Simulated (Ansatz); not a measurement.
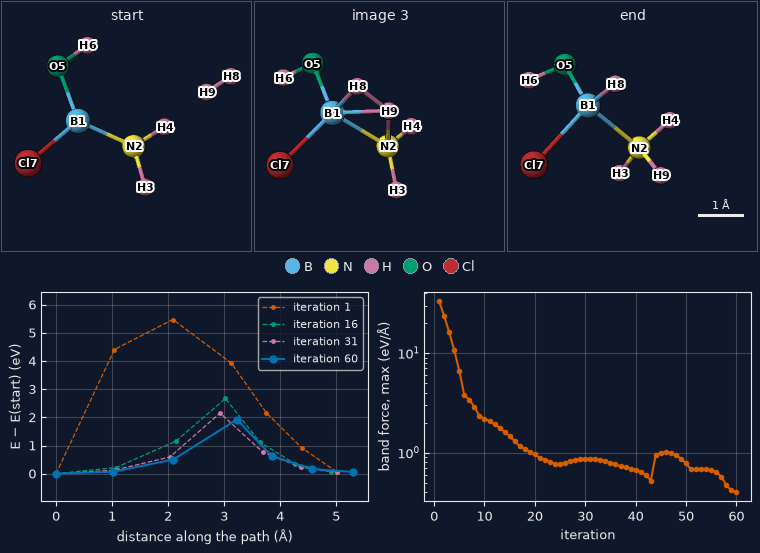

A nudged-elastic-band calculation for BNH5OCl, made up of BNH$_{3}$OCl and H$_{2}$. Images are numbered from 0 (start) to 6 (end). The plot follows the band through its iterations. A ball-and-stick model, seen at a tilt.

Method: RKS PBE-D4/6-31G* in Ansatz. Run with 5 movable images; climbing image; force threshold 0.05 eV/Å; iteration limit 60; optimiser FIRE; largest step 0.02 Å; starting path through a guess of the saddle point.

### Did the band converge, and can the barrier be trusted?

The result isn't final. The band hadn't converged when the run stopped after 60 iterations. The largest component of the band force went from 33 to 0.4 eV/Å. The barrier read from it is provisional: over the last two iterations the highest image moved from 1.95 eV to 1.92 eV. The step length is far from the usual. The first iteration put the highest image at 5.47 eV. The highest point, image 3, lies 1.92 eV above the start and 1.86 eV above the end; the end is at +0.06 eV relative to the start.

Limits of the set-up: the start holds two separate molecules, 2.7 Å apart at their closest, whose relative position is a soft coordinate.

The run took 10 min on 1 thread of Arm Neoverse V2, on a shared host, peak memory 0.13 GiB.
